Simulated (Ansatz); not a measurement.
The starting structures come from a database of crystals and need not be the phases stable at ambient conditions.

 Where the default PAW files enter, the runs use the earlier of Ansatz's two default sets.

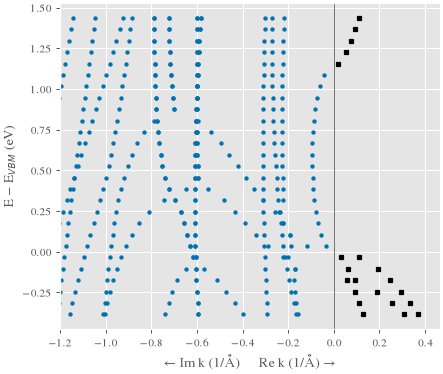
Fig. 1. Complex bands at the centre of the two-dimensional zone; r2SCAN (Ansatz, a quantum-chemistry and plane-wave program)

The gap is the functional's own, uncorrected, and κ follows it; spin-orbit coupling is left out. Mid-gap values are interpolated between the computed energies.

Problem. This is Cd₂SeS (P3m1, not sure to be the ambient phase, 4 atoms a cell, 28.0 Å³ an atom, -2 GPa at this level) along the normal of (110). Read off the slowest decay at the centre of the two-dimensional zone at 0.59 eV, the computed energy nearest the middle of the gap.

Solution. κ ≈ 0.10 1/Å, a decay length 1/(2κ) of the density of 5.3 Å.
